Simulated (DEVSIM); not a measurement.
Device: illuminated Si n-on-p cell, one wavelength, at 300 K.

```
layer (left to right)  material  thickness (μm)  Nd (cm⁻³)  Na (cm⁻³)   τn (s)  τp (s)  absorption coefficient (cm⁻¹)
---------------------  --------  --------------  ---------  ---------  -------  ------  -----------------------------
1                            Si           0.480     2.8e18          -   2.3e-7  1.4e-7                          37000
2                            Si            90.0          -     6.9e15  0.00015  5.1e-6                          37000
```

Left contact: ohmic, minority hole recombination velocity 4e5 cm/s. Right contact: ohmic, minority electron recombination velocity 5e6 cm/s. Voltage is applied to the left contact. Recombination: SRH at mid-gap, radiative, Auger. Light enters at the left, 1.1e18 photons cm⁻² s⁻¹, one pass, no reflection. Mobility is constant in doping.

This is a model device: material constants are rounded textbook-type values typed into the input, and sizes, dopings and lifetimes were drawn at random. Values at 300 K.

```tsv
parameter	Si
gap (eV)	1.124
affinity (eV)	4.05
permittivity	11.7
Nc (cm⁻³)	2.86e19
Nv (cm⁻³)	3.1e19
μn (cm²/Vs)	1417
μp (cm²/Vs)	470
B (cm³/s)	4.7e-15
Cn (cm⁶/s)	2.8e-31
Cp (cm⁶/s)	9.9e-32
```

Simulated with DEVSIM: 1D drift-diffusion, Boltzmann statistics, complete ionisation; no tunnelling, impact ionisation, image-force lowering or self-heating.

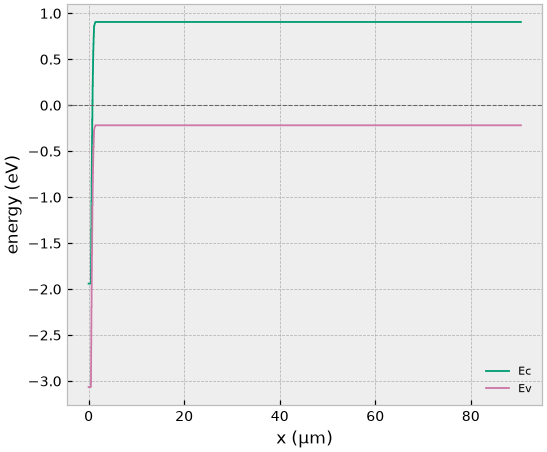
Figure: Band edges at 2.0 V on the left contact, in the dark

Energies count from the Fermi level of the right contact; mesh points crowd at the junctions.

| x (μm) | Ec (eV) | Ev (eV) | n (cm⁻³) | p (cm⁻³) | field (V/cm) |
|---|---|---|---|---|---|
| 0.000 | -1.940 | -3.064 | 2.8e18 | < 1e2 | ≈ 0 |
| 0.03320 | -1.940 | -3.064 | 2.8e18 | < 1e2 | ≈ 0 |
| 0.1027 | -1.940 | -3.064 | 2.8e18 | < 1e2 | ≈ 0 |
| 0.2589 | -1.940 | -3.064 | 2.8e18 | < 1e2 | ≈ 0 |
| 0.4179 | -1.940 | -3.064 | 2.8e18 | < 1e2 | ≈ 0 |
| 0.4671 | -1.940 | -3.064 | 2.8e18 | < 1e2 | 1000 |
| 0.4936 | -1.791 | -2.915 | 8.7e15 | < 1e2 | 76000 |
| 0.5739 | -1.219 | -2.343 | 2100000 | < 1e2 | 67000 |
| 0.7453 | -0.228 | -1.352 | < 1e2 | < 1e2 | 49000 |
| 1.137 | 0.860 | -0.264 | < 1e2 | 1.2e15 | 7300 |
| 2.128 | 0.907 | -0.217 | 180 | 6.9e15 | ≈ 0 |
| 5.915 | 0.907 | -0.217 | 890 | 6.9e15 | ≈ 0 |
| 13.31 | 0.907 | -0.217 | 2300 | 6.9e15 | ≈ 0 |
| 32.01 | 0.907 | -0.217 | 5800 | 6.9e15 | ≈ 0 |
| 70.59 | 0.907 | -0.217 | 13000 | 6.9e15 | ≈ 0 |
| 82.05 | 0.907 | -0.217 | 15000 | 6.9e15 | ≈ 0 |
| 87.06 | 0.907 | -0.217 | 16000 | 6.9e15 | ≈ 0 |
| 89.04 | 0.907 | -0.217 | 17000 | 6.9e15 | ≈ 0 |
| 90.06 | 0.907 | -0.217 | 17000 | 6.9e15 | ≈ 0 |
| 90.32 | 0.907 | -0.217 | 17000 | 6.9e15 | ≈ 0 |
| 90.43 | 0.907 | -0.217 | 17000 | 6.9e15 | ≈ 0 |
| 90.48 | 0.907 | -0.217 | 17000 | 6.9e15 | ≈ 0 |
